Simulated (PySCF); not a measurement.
| atom | x (Å) | y (Å) | z (Å) |
| --- | --- | --- | --- |
| C | 3.6952 | -0.6791 | -0.3546 |
| N | 2.4461 | -0.6902 | -0.3653 |
| Si | 1.2399 | 0.5215 | -0.2777 |
| S | -0.0645 | 0.2723 | -1.9562 |
| C | -1.4898 | -0.1320 | -1.0240 |
| C | -1.5304 | -0.2613 | 0.2983 |
| C | -2.7643 | -0.6210 | 1.0594 |
| S | -0.0939 | -0.0236 | 1.3029 |
| H | 4.3052 | 0.2232 | -0.2812 |
| H | 4.2292 | -1.6220 | -0.4219 |
| H | 1.5948 | 1.9304 | -0.1453 |
| H | -2.3643 | -0.2813 | -1.6349 |
| H | -3.6072 | -0.7475 | 0.3848 |
| H | -2.6033 | -1.5464 | 1.6111 |
| H | -2.9970 | 0.1594 | 1.7827 |

Geometry: GFN2-xTB.

All numbers below come from PBE0/pcSseg-1, SCF density, gas phase, non-relativistic (PySCF 2.14.0).

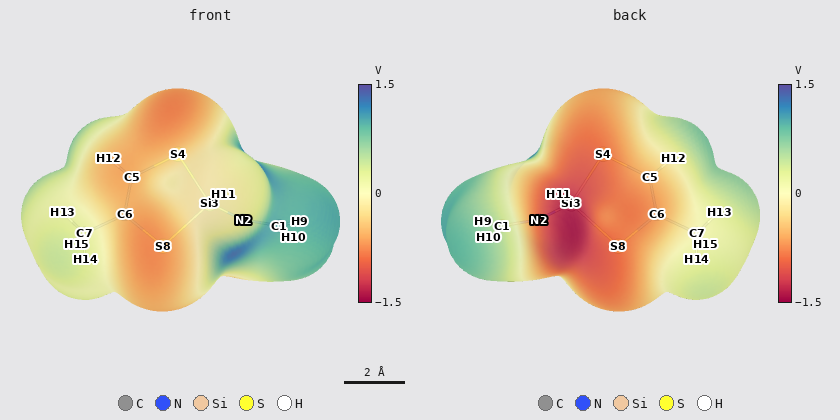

C4H7NS2Si. The molecular electrostatic potential painted on the density surface at 0.001 e/bohr³, seen from the front and from behind; red is negative and blue positive.

**Which sites attract a positive test charge, and which a negative one?**

A positive charge is drawn to the negative regions and a negative charge to the positive ones. The most negative region (about −1.4 V) lies over N2, the most positive (about +1.2 V) over Si3. N2 is the likeliest acceptor of a hydrogen bond.

**How polar is the molecule by this calculation?**

Its dipole moment is 1.61 D.
